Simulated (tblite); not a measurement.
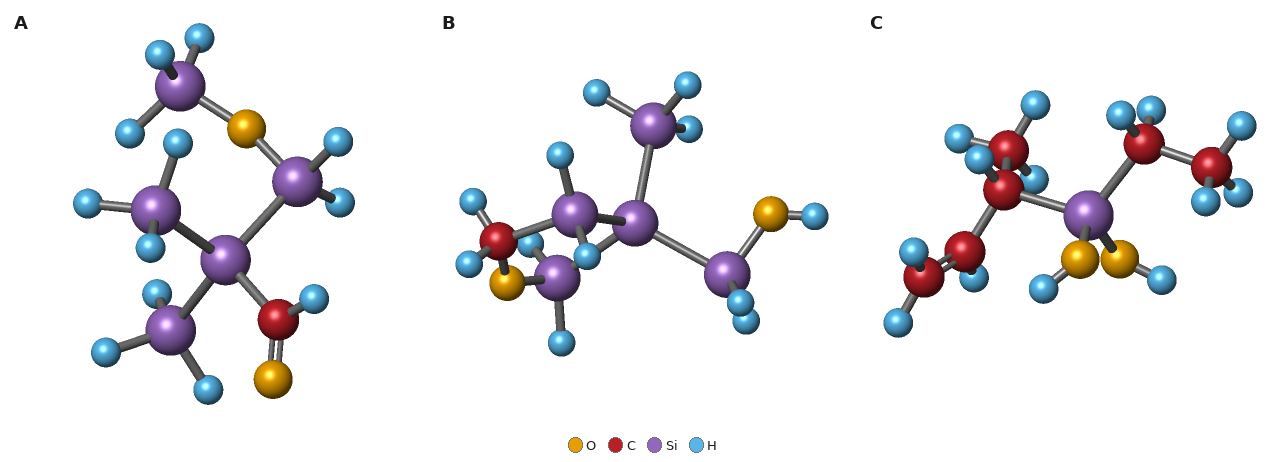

(Drawn from a calculation with tblite.)

**Match each picture to its SMILES.**
(1) O=C[Si]([SiH3])([SiH3])[SiH2]O[SiH3]
(2) C=C[C@H](C)[Si](O)(O)CC
(3) O[SiH2][Si@]1([SiH3])[SiH2]CO[SiH2]1

A is (1), B is (3), C is (2).
